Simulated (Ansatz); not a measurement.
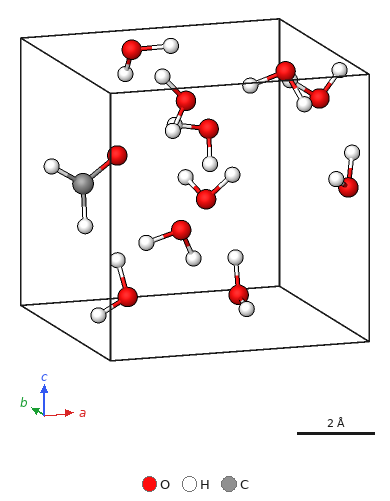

Starting frame of a dynamics run of a periodic cell with 10 H2O + 1 H2CO at 0.967 g/cm³. It starts from the last geometry of an earlier run, with fresh velocities. A ball-and-stick model of the simulation cell, seen slightly off an axis.

The calculation used DFT PBE, scalar-relativistic, plane waves, PAW (Ansatz).

Input
```yaml
crystal:
  lattice:
    - [7.120367, 0.0, 0.0]
    - [0.0, 7.120367, 0.0]
    - [0.0, 0.0, 7.120367]
  atoms:
    - { symbol: O, position: [0.64067605, 0.41899332, 0.11392858] }
    - { symbol: H, position: [0.63345962, 0.43285677, 0.25167012] }
    - { symbol: H, position: [0.6270722, 0.28978808, 0.08877608] }
    - { symbol: O, position: [0.29468429, 0.61285197, 0.0154067] }
    - { symbol: H, position: [0.29862044, 0.69587292, -0.09294289] }
    - { symbol: H, position: [0.42384274, 0.54873465, 0.03385375] }
    - { symbol: O, position: [0.69572804, 0.05429824, 1.0218743] }
    - { symbol: H, position: [0.74748073, -0.00648929, 0.90748582] }
    - { symbol: H, position: [0.56560471, 0.07237453, 0.97370031] }
    - { symbol: O, position: [0.49747994, 0.36847222, 0.49219783] }
    - { symbol: H, position: [0.57911478, 0.31072147, 0.58999476] }
    - { symbol: H, position: [0.46126534, 0.49224229, 0.55153607] }
    - { symbol: O, position: [0.09820477, 0.09175643, 0.21277557] }
    - { symbol: H, position: [-0.02477017, 0.06279535, 0.15892806] }
    - { symbol: H, position: [0.07749785, 0.14426111, 0.34079746] }
    - { symbol: O, position: [0.5491033, 0.79582343, 0.2846189] }
    - { symbol: H, position: [0.41063358, 0.7852797, 0.24897342] }
    - { symbol: H, position: [0.61251955, 0.84116938, 0.16464215] }
    - { symbol: O, position: [0.9551278, 0.42448374, 0.82478511] }
    - { symbol: H, position: [0.84002311, 0.42134245, 0.90198691] }
    - { symbol: H, position: [1.04288873, 0.45362384, 0.91820044] }
    - { symbol: O, position: [0.34301061, 1.14791202, 0.91733021] }
    - { symbol: H, position: [0.24822795, 1.13635535, 1.0171935] }
    - { symbol: H, position: [0.26902668, 1.08074376, 0.82423896] }
    - { symbol: O, position: [0.68287748, 0.87560418, 0.63718442] }
    - { symbol: H, position: [0.55239012, 0.87740873, 0.6609262] }
    - { symbol: H, position: [0.67295891, 0.83175449, 0.51516657] }
    - { symbol: O, position: [0.97512416, 0.1602721, 0.54553202] }
    - { symbol: H, position: [1.01887472, 0.24407314, 0.65494207] }
    - { symbol: H, position: [0.89498784, 0.06335914, 0.60226802] }
    - { symbol: O, position: [0.28964315, 0.76033049, 0.58965928] }
    - { symbol: C, position: [0.14741673, 0.73157321, 0.49998329] }
    - { symbol: H, position: [0.14517108, 0.70097783, 0.34774279] }
    - { symbol: H, position: [0.01915523, 0.71191786, 0.57813208] }
basis:
  ecutwfc: 420.0
kpoints:
  mp_grid: { grid: [1, 1, 1] }
hamiltonian:
  xc: pbe
scf:
  occupations: { method: fermi_dirac, width: 0.05 }
  lower_state_search: "off"
md:
  timestep: 0.75
  n_steps: 110
  ensemble: nvt_langevin
  temperature: 500.0
  initial_velocities: maxwell_boltzmann
  seed: 471345
  friction: 0.005
```

Run as
```bash
ansatz run input.yaml --threads 1 --pin off --max-ram 3072MiB --backend cpu --events-out ev --progress --plain --runs-dir out
```

Question: Predict how the run goes.

Answer: Over the second half the temperature averages 445 K (spread ±35 K). The potential energy in the second half lies on average 5.5 meV per atom above the first frame. In the second half of the run the atoms are, in the root-mean-square, this far from where they began (common drift taken out): C 0.58 Å, H 0.54 Å, O 0.34 Å. The heavy atoms stay within a fraction of a molecule's size of their starting places; so short a run doesn't tell a liquid from a solid.

Along the run (each row but the first and the last is the mean over the interval that it begins):

```tsv
time (fs)	potential energy (meV/atom)	T (K)
0.0	0.0	485
9.8	12.7	410
19.5	13.1	403
29.2	9.0	399
39.0	6.3	417
48.8	4.3	431
58.5	8.6	446
68.2	4.6	452
78.0	1.4	507
```

The paths of the atoms:

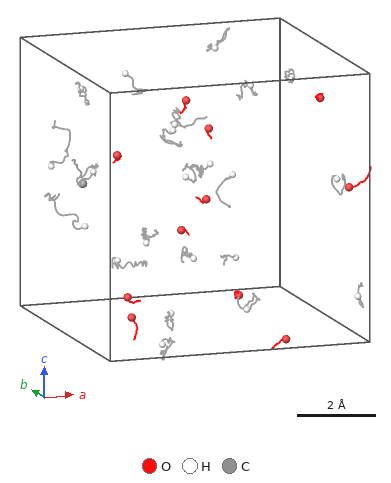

Limits of the set-up: the periodic images lie only 7.1 Å apart, so the values are limited by the cell's size.

The run took of the order of 5 core-minutes on a shared host.
